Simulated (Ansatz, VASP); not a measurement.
# ZnGe: VASP beside Ansatz

Aim: how closely do two programs agree when they are given the same cell, functional and k mesh? The cell is invented: As first built, before any earlier steps moved the atoms: it takes the TiZn structure with some of its atoms replaced by other elements, volume scaled by an estimate. It may not be a known or stable phase. The cell comes out of the VASP series on this material, whose earlier steps may have relaxed, scaled or displaced it; both programs get it as it stands.

Main program and level: Ansatz 0.2.0; plane waves, with VASP 6.6.1 beside it; relaxation of cell and atoms at PBE.

## (1) The structure

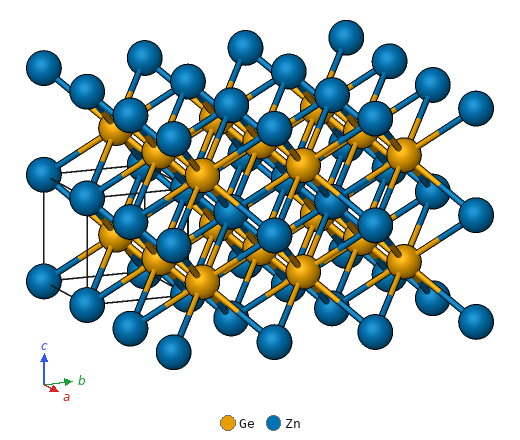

The starting structure, seen slightly off an axis (germanium orange, zinc blue). 3×3×2 cells are drawn. Some periodic images of atoms are drawn too.

Structure file:

```cif
data_structure
_symmetry_space_group_name_H-M 'P 1'
_symmetry_Int_Tables_number 1
_cell_length_a 3.2922
_cell_length_b 3.2922
_cell_length_c 3.2922
_cell_angle_alpha 90.000
_cell_angle_beta 90.000
_cell_angle_gamma 90.000
_cell_volume 35.68
loop_
_atom_site_label
_atom_site_type_symbol
_atom_site_fract_x
_atom_site_fract_y
_atom_site_fract_z
_atom_site_occupancy
Ge1 Ge 0.50000 0.50000 0.50000 1
Zn2 Zn 0.00000 0.00000 0.00000 1
```

## (2) Ansatz: relaxation of cell and atoms, PBE

Ansatz runs on its default PAW (the set named soft_2) files.

The relaxed volume is the usual yardstick between codes: its relative difference is about their pressure difference at one cell divided by the bulk modulus.

File input.yaml:

```yaml
crystal:
  lattice:
    - [3.2921795657, 0.0, 0.0]
    - [0.0, 3.2921795657, 0.0]
    - [0.0, 0.0, 3.2921795657]
  atoms:
    - { symbol: Ge, position: [0.5, 0.5, 0.5] }
    - { symbol: Zn, position: [0.0, 0.0, 0.0] }
hamiltonian:
  xc: pbe
  pseudopotentials: { kind: paw }
kpoints:
  mp_grid: { grid: [6, 6, 6] }
scf:
  occupations: { method: fermi_dirac, width: 0.05 }
relax:
  f_tol: 0.01
  max_steps: 60
  cell: { stress_tol: 0.05 }
output:
  forces: true
  stress: true
  write_density: true
  write_potential: true
  elf: true
  volumetric_format: npy
```

Started as:

```bash
$ ansatz run input.yaml --threads 4 --pin off --max-ram 9216MiB --backend cpu --events-out ev --progress --plain --runs-dir out
```

Numbers of over 12 decimals in the logs are rounded to 6 here.

The program printed:

```text
Engine: ansatz 0.2.0, x86_64-unknown-linux-gnu
Pseudopotentials: kind: paw
Pseudopotential: Ge, paw, valence charge 14, recommended cutoff 420 eV (normal), Ge.paw.azcp
Pseudopotential: Zn, paw, valence charge 12, recommended cutoff 420 eV (normal), Zn.paw.azcp
Functional definition: PBE
  parameter kappa = 0.804
  parameter beta = 0.066725
  exchange = pbe_x(kappa = kappa, mu = beta*pi^2/3)
  correlation = pbe_c(beta = beta)
Crystal: 2 atoms, lattice volume = 35.682 Å³
Basis set: ecut = 420 eV, 739 PW (Γ), exchange–correlation on 48×48×48 points (8 copies of the dense FFT grid, shifted against one another)
Bands: 17, of which v1, the nominal top of the filled ones, is band 13 counted from 1 (12 counted from 0)
Symmetry: 48 space group operations
Space group: Pm-3m (ITA 221), of the structure as read, at distance tolerance 3.3e-5 Å
k-points: 20 of 216
Non-local potential: Ge, projectors of the file, l = 0: 2, l = 1: 2, l = 2: 3, l = 3: 1
Non-local potential: Zn, projectors of the file, l = 0: 2, l = 1: 2, l = 2: 3, l = 3: 1
PAW form: soft (Blöchl's): semilocal exchange-correlation on the pseudo side does not see the compensation charge
PAW one-centre angular grid: Ge, 590 points (default); XC on 64 Gauss nodes
PAW one-centre angular grid: Zn, 590 points (default); XC on 64 Gauss nodes
Initial density: superposition of atomic densities (neutral atoms: chi_scale 0, normalization atom), corrected by the library's trained network
Initial wavefunctions: pseudopotential atomic-orbital guess
Functional: x = pbe(κ = 0.804, μ = 0.219515), c = pbe(β = 0.066725)
SCF iter   1: F=—  HF=-7613.452097 eV  |F-HF|=—  |Δ(HF+E_count)|=         —  Δρ=9.72e-4  dr2=4.75e-4  ethr=1.77e-3  ⟨swp⟩=6.0  Hψ=1705  notcnv=0
preconditioner: auto → none  [metal: Δε(μ)=0.086 eV  Ē_g=18.030 eV  σ=0.050 eV  W_gap=0.39  n_scr=6 (ndim 8)  ℏωp=31.7 eV  f_vac=0.000  D(μ)=1.94/eV (n_scr^D=18)  sad-step TF]
SCF iter   2: F=—  HF=-7613.451786 eV  |F-HF|=—  |Δ(HF+E_count)|=   3.11e-4  Δρ=5.82e-4  dr2=1.09e-4  ethr=1.83e-6  ⟨swp⟩=3.0  Hψ=800  notcnv=0
SCF iter   3: F=—  HF=-7613.451776 eV  |F-HF|=—  |Δ(HF+E_count)|=   1.03e-5  Δρ=2.05e-4  dr2=1.12e-5  ethr=4.18e-7  ⟨swp⟩=2.0  Hψ=584  notcnv=0
SCF iter   4: F=—  HF=-7613.451791 eV  |F-HF|=—  |Δ(HF+E_count)|=   1.51e-5  Δρ=5.75e-5  dr2=6.16e-7  ethr=4.30e-8  ⟨swp⟩=3.0  Hψ=607  notcnv=0
SCF iter   5: F=—  HF=-7613.451791 eV  |F-HF|=—  |Δ(HF+E_count)|=   4.13e-7  Δρ=2.27e-5  dr2=1.18e-7  ethr=2.37e-9  ⟨swp⟩=2.0  Hψ=598  notcnv=0
SCF iter   6: F=-7613.451791 eV  HF=-7613.451791 eV  |F-HF|=1.68e-9  |Δ(HF+E_count)|=   1.27e-7  Δρ=1.36e-5  dr2=3.08e-8  ethr=3.85e-10  ⟨swp⟩=7.3  Hψ=1988  notcnv=0
SCF 1 converged in 6 iterations: F = -7613.451791 eV  dr2 = 3.08e-8
  greatest PAW one-centre occupation: 0.998 electrons in one spin orbital (limit 2), on the Ge atom at site 0 (counted from 0), in its partial waves of l = 2
relax step   1: F+E_penalty+E_count = -7613.45179112 eV  Δ(F+E_penalty+E_count) = +0.000e0 eV  max|allowed force component| = 1.354e-29 eV/Å  Δτ_max = 0.0000 Å  P = +0.170 GPa  Ω = 35.682 Å³  (6 SCF iters, dr2 threshold 1.00e-7 eV, accepted)
[...]
relax step   2: F+E_penalty+E_count = -7613.45178481 eV  Δ(F+E_penalty+E_count) = +6.309e-6 eV  max|allowed force component| = 1.989e-30 eV/Å  Δτ_max = 0.0000 Å  P = -0.060 GPa  Ω = 35.808 Å³  energy of the carried Pulay correction = -4.921e-5 eV  (4 SCF iters, dr2 threshold 7.24e-8 eV, accepted)
[...]
relax step   3: F+E_penalty+E_count = -7613.45180391 eV  Δ(F+E_penalty+E_count) = -1.910e-5 eV  max|allowed force component| = 2.104e-30 eV/Å  Δτ_max = 0.0000 Å  P = -0.000 GPa  Ω = 35.775 Å³  energy of the carried Pulay correction = -3.634e-5 eV  (3 SCF iters, dr2 threshold 9.04e-9 eV, accepted)
[...]
relax step   4: F+E_penalty+E_count = -7613.45183941 eV  Δ(F+E_penalty+E_count) = -3.549e-5 eV  max|allowed force component| = 2.441e-30 eV/Å  Δτ_max = 0.0000 Å  P = -0.002 GPa  Ω = 35.775 Å³  stress off target by 1.78e-3 GPa  SCF on the basis re-selected at this cell (its energy is not comparable with the rows above)  (6 SCF iters)
basis re-selected at this cell: Δ(F+E_penalty+E_count) = -3.549e-5 eV, ΔP = -0.001 GPa vs the last step (what re-selecting the basis moved, of the pressure what is left beyond the Pulay correction that the steps carried, after the strain that the cell walked since its last selection, with what the two solves' SCF thresholds leave and, on support functions, any second-order correction that the steps lacked; it is no m [...]
SCF converged after 6 iterations
Free energy (F): -7613.451839 eV
Harris-Foulkes:  -7613.451839 eV  (|F-HF|=9.09e-13)
Internal energy: -7613.436084 eV  (E = F + TS)
E sigma→0 (E₀):  -7613.443962 eV
Entropy (-TS):   -0.015755 eV (-7.878 meV/atom)
Fermi energy:    10.283223 eV
--- Per-component energies (eV) ---
  E_band       = -78.265688
  E_kinetic    = 240.495936
  E_local      = -3729.357418  (includes V_loc(G=0)·N_el)
  E_nonlocal   = 1026.972513
  E_hartree    = 1599.791322
  E_xc         = -212.571221
  E_vxc        = -116.095796  (∫ρ·V_xc dr)
  E_paw        = -3842.126998  (= ΣΔE_a)
  E_vpaw       = -699.863583  (= ΣTr[D̂ρ^β])
  E_aug_tail   = 0.000013  (compensation charges beyond the density's cutoff)
  E_ewald      = -2696.640232
  E_smearing   = -0.015755  (= −TS)
  E_closure    = 0.000000  (closes the sum)
  Σ components = -7613.451839   (vs F -7613.451839, Δ=0.00e0)
--- Forces (eV/Å), atoms counted from 1 ---
  atom   1  Ge     0.00000000     0.00000000     0.00000000
  atom   2  Zn    -0.00000000    -0.00000000    -0.00000000
  max |Σ_I F_I| component: 4.59e-30 eV/Å
--- Stress (GPa, compression-positive) ---
       -0.001778       0.000000       0.000000
        0.000000      -0.001778       0.000000
        0.000000       0.000000      -0.001778
  P = ⅓ Tr σ = -0.0018 GPa (-0.018 kbar)
--- Band table (eV; the first three rows and the last of 20) ---
  k-point 0: bands = [... 9 lower, 3.2461, 3.2461, 11.6482, 11.6482, 11.6482, 12.2369, 16.4432, 16.4432]
  k-point 1: bands = [... 9 lower, 3.2049, 3.2484, 8.5875, 12.0725, 12.0725, 13.6501, 16.7366, 19.0341]
  k-point 2: bands = [... 9 lower, 3.1259, 3.2531, 5.5275, 13.2310, 13.2310, 14.7575, 17.5895, 18.8735]
  k-point 19: bands = [... 9 lower, 3.3838, 4.9692, 9.6652, 9.6652, 9.6652, 11.2695, 11.2695, 11.2695]
--- Relaxed structure (3 steps of the walk, 3 accepted, 1 SCFs on fresh bases) ---
  F+E_penalty+E_count = -7613.45183941 eV   max|allowed force component| = 2.441e-30 eV/Å   (the final SCF, on the basis selected at the relaxed cell)
  cell:  # Å, volume = 35.7751 Å³
    - [3.295037, 0, 0]
    - [0, 3.295037, 0.0]
    - [0, 0.0, 3.295037]
  atoms:
    - { symbol: Ge, position: [0.5, 0.5, 0.5] }
    - { symbol: Zn, position: [0, 0, 0.0] }
```

Elapsed: 2.7 s, on 4 threads of AMD EPYC 7R43, shared host; peak memory 0.38 GiB; 6.5 s of CPU time.

## (3) VASP: relaxation of cell and atoms, PBE

The same cell, functional, mesh and smearing now go to VASP, with its own data sets and cutoff.

Lines of VASP's logs that name or quote its potential files are left out, and so is its time.

File INCAR:

```
SYSTEM = ZnGe
PREC = Accurate
ENCUT = 410
EDIFF = 1E-06
NELM = 100
ISMEAR = -1
SIGMA = 0.05
LREAL = .FALSE.
ALGO = Normal
GGA = PE
LORBIT = 11
LWAVE = .FALSE.
LCHARG = .FALSE.
KPAR = 4
IBRION = 2
NSW = 60
ISIF = 3
EDIFFG = -0.01
```

File POSCAR:

```
ZnGe
1.0
    3.2921795657      0.0000000000      0.0000000000
    0.0000000000      3.2921795657      0.0000000000
    0.0000000000      0.0000000000      3.2921795657
Ge Zn
1 1
Direct
    0.5000000000      0.5000000000      0.5000000000
    0.0000000000      0.0000000000      0.0000000000
```

File KPOINTS:

```
Automatic mesh
0
Gamma
6 6 6
0 0 0
```

Potentials, in the order of the species: Ge_d and Zn (PBE family, release 64).

Started as:

```bash
$ mpirun -np 4 vasp_std
```

The program printed:

```text
[banner, memory and clock lines left out]
running    4 mpi-ranks, on    1 nodes
 distrk:  each k-point on    1 cores,    4 groups
 distr:  one band on    1 cores,    1 groups

 POSCAR found type information on POSCAR GeZn
 POSCAR found :  2 types and       2 ions
 LDA part: xc-table for (Slater+PW92), standard interpolation
 POSCAR, INCAR and KPOINTS ok, starting setup
 FFT: planning ... GRIDC
 FFT: planning ... GRID_SOFT
 FFT: planning ... GRID
 WAVECAR not read
 entering main loop
       N       E                     dE             d eps       ncg     rms          rms(c)
DAV:   1     0.114606221823E+03    0.11461E+03   -0.12403E+04   689   0.326E+03
DAV:   2     0.594981786030E+01   -0.10866E+03   -0.10734E+03   680   0.408E+02
DAV:   3    -0.504016951268E+01   -0.10990E+02   -0.10881E+02   800   0.111E+02
DAV:   4    -0.523846128023E+01   -0.19829E+00   -0.19807E+00   775   0.150E+01
DAV:   5    -0.524102258697E+01   -0.25613E-02   -0.25612E-02   825   0.180E+00    0.282E+00
DAV:   6    -0.508008216268E+01    0.16094E+00   -0.91059E-01   723   0.180E+01    0.244E+00
DAV:   7    -0.506856269461E+01    0.11519E-01   -0.84073E-02   745   0.416E+00    0.111E+00
DAV:   8    -0.506400772615E+01    0.45550E-02   -0.76756E-03   908   0.120E+00    0.157E-01
DAV:   9    -0.506381250858E+01    0.19522E-03   -0.75589E-04  1004   0.447E-01    0.379E-02
DAV:  10    -0.506379853585E+01    0.13973E-04   -0.15518E-04   746   0.147E-01    0.949E-03
DAV:  11    -0.506379896139E+01   -0.42554E-06   -0.15311E-05   957   0.600E-02    0.521E-03
DAV:  12    -0.506379942202E+01   -0.46063E-06   -0.16133E-06   552   0.196E-02
   1 F= -.50637994E+01 E0= -.50558212E+01  d E =-.506380E+01
 curvature:   0.00 expect dE= 0.000E+00 dE for cont linesearch  0.000E+00
 trial: gam= 0.00000 g(F)=  0.000E+00 g(S)=  0.647E-04 ort = 0.000E+00 (trialstep = 0.100E+01)
 search vector abs. value=  0.647E-04
 bond charge predicted
       N       E                     dE             d eps       ncg     rms          rms(c)
DAV:   1    -0.506537381547E+01   -0.15749E-02   -0.20578E-02   727   0.293E+00    0.261E-01
DAV:   2    -0.506412446101E+01    0.12494E-02   -0.43079E-03   703   0.144E+00    0.106E-01
DAV:   3    -0.506391031449E+01    0.21415E-03   -0.23019E-04   944   0.275E-01    0.492E-02
DAV:   4    -0.506385178121E+01    0.58533E-04   -0.43760E-05   898   0.918E-02    0.121E-02
DAV:   5    -0.506384888478E+01    0.28964E-05   -0.11024E-05   932   0.625E-02    0.261E-03
DAV:   6    -0.506384862777E+01    0.25702E-06   -0.11519E-06   362   0.219E-02
   2 F= -.50638486E+01 E0= -.50558317E+01  d E =-.492057E-04
 trial-energy change:   -0.000049  1 .order   -0.000029   -0.000065    0.000008
 step:   0.9603(harm=  0.8949)  dis= 0.00000  next Energy=    -5.063849 (dE=-0.494E-04)
 reached required accuracy - stopping structural energy minimisation
```

From OUTCAR (step 3):

```text
ion  position               nearest neighbor table
   1  0.500  0.500  0.500-   2 2.85   2 2.85   2 2.85   2 2.85   2 2.85   2 2.85   2 2.85   2 2.85

  LATTYP: Found a simple cubic cell.
 ALAT       =     3.2921795657

 Subroutine GETGRP returns: Found 48 space group operations
 (whereof 48 operations were pure point group operations)

The static configuration has the point symmetry O_h .

 Found     20 irreducible k-points:

   k-points           NKPTS =     20   k-points in BZ     NKDIM =     20   number of bands    NBANDS=     17

   dimension x,y,z NGX =    24 NGY =   24 NGZ =   24
   dimension x,y,z NGXF=    48 NGYF=   48 NGZF=   48

   ENCUT  =  410.0 eV  30.13 Ry    5.49 a.u.   5.44  5.44  5.44*2*pi/ulx,y,z

   NELECT =      26.0000    total number of electrons

 k-points in reciprocal lattice and weights: Automatic mesh
   0.00000000  0.00000000  0.00000000       0.005
   0.16666667  0.00000000  0.00000000       0.028
   0.33333333  0.00000000  0.00000000       0.028
   0.50000000  0.00000000  0.00000000       0.014
   0.16666667  0.16666667  0.00000000       0.056
   0.33333333  0.16666667  0.00000000       0.111
   0.50000000  0.16666667  0.00000000       0.056
   0.33333333  0.33333333  0.00000000       0.056
   0.50000000  0.33333333  0.00000000       0.056
[...]
0.50000000  0.50000000  0.33333333       0.028
   0.50000000  0.50000000  0.50000000       0.005

 average (electrostatic) potential at core
       1 -74.5908       2 -34.9995

 E-fermi :   4.6752

 k-point     1 :       0.0000    0.0000    0.0000
  band No.  band energies     occupation
    ...
      7      -2.6988      2.00000
      8      -2.6988      2.00000
      9      -2.3862      2.00000
     10      -2.3862      2.00000
     11      -2.3862      2.00000
     12       6.0466      0.00000
     13       6.0466      0.00000
     14       6.0466      0.00000
     15       6.6667      0.00000
     16      10.8555      0.00000
    ...

 k-point     2 :       0.1667    0.0000    0.0000
  band No.  band energies     occupation
    ...
      8      -2.6645      2.00000
      9      -2.4275      2.00000
     10      -2.4275      2.00000
     11      -2.3837      2.00000
     12       2.9786      2.00000
     13       6.4724      0.00000
     14       6.4724      0.00000
     15       8.0723      0.00000
     16      11.1531      0.00000
     17      13.4740      0.00000

 k-point     3 :       0.3333    0.0000    0.0000
  band No.  band energies     occupation
    ...
      8      -2.6656      2.00000
      9      -2.5073      2.00000
     10      -2.5073      2.00000
     11      -2.3791      2.00000
     12      -0.0966      2.00000
     13       7.6351      0.00000
     14       7.6351      0.00000
     15       9.1822      0.00000
     16      12.0194      0.00000
     17      13.3144      0.00000

  Total        0.0035130      0.0035130      0.0035130     -0.0000000      0.0000000      0.0000000
  in kB        0.1580816      0.1580816      0.1580816     -0.0000000      0.0000000      0.0000000
  external PRESSURE =       0.1580816 kB  Pullay stress =       0.0000000 kB

  energy-cutoff  :      410.00
  volume of cell :       35.60
      direct lattice vectors                 reciprocal lattice vectors
     3.289805374  0.000000000  0.000000000     0.303969350 -0.000000000  0.000000000
     0.000000000  3.289805374  0.000000000    -0.000000000  0.303969350 -0.000000000
    -0.000000000  0.000000000  3.289805374     0.000000000 -0.000000000  0.303969350

 POSITION                                       TOTAL-FORCE (eV/Angst)
 -----------------------------------------------------------------------------------
      1.64490      1.64490      1.64490         0.000000      0.000000      0.000000
      0.00000      0.00000      0.00000        -0.000000     -0.000000      0.000000
 -----------------------------------------------------------------------------------
    total drift:                                0.000000      0.000000     -0.000000

  FREE ENERGIE OF THE ION-ELECTRON SYSTEM (eV)
  ---------------------------------------------------
  free  energy   TOTEN  =        -5.0638486278 eV

  energy  without entropy=       -5.0478147967  energy(sigma->0) =       -5.05583171

 reached required accuracy - stopping structural energy minimisation

 total charge
# of ion       s       p       d       tot
------------------------------------------
    1        1.270   0.912  10.011  12.193
    2        0.610   0.340   9.737  10.687
--------------------------------------------------
tot          1.880   1.251  19.748  22.880

[... 3 further parts left out ...]
```

## (4) Comparison

Known differences besides the PAW data sets themselves: both relaxations stop at a tolerance, which leaves soft axes loose, and VASP keeps its plane-wave basis; the cutoff is 420 eV in Ansatz and 410 eV in VASP; VASP leaves aspherical gradient terms in its spheres out (LASPH is not set), Ansatz keeps them; Ansatz adds a Pulay correction to the stress that steers its cell, VASP none. Total energies have different zeros and are not compared.

Both answers:

| quantity | Ansatz | VASP | difference |
| --- | --- | --- | --- |
| volume (Å³) | 35.78 | 35.60 | +0.48 % |
| edge a after relaxation, in the typed setting (Å) | 3.295 | 3.290 | +0.16 % |

The walks stopped with 0.00 GPa left in Ansatz and 0.02 GPa in VASP; each walk ends within a tolerance, so the volume difference is uncertain by about these residues over the bulk modulus, most in soft cells.

## (5) What came out

```yaml
difference_in_volume_relaxation_of_cell_and_atoms_pbe: 0.48 %
```

The difference in volume is 0.48 % (relaxation of cell and atoms, PBE), within the 1.2 % picked in this series as the mark of a large difference, as far as the stopping tolerances let one tell. How closely two codes agree says nothing of how well the functional describes the real material.

[Lines on the potential files, build, host, timing and source positions are cut from VASP's logs without a mark.]

[Logs are printed without paths, hosts, clocks, repeated set-up lines and the standing remarks that a program may print on its own settings, such as how far it seeks lower states.]

[Hosts, paths, dates, database ids (printed as entryN), source tags and the programs' standing remarks are cut or masked in the printed files.]
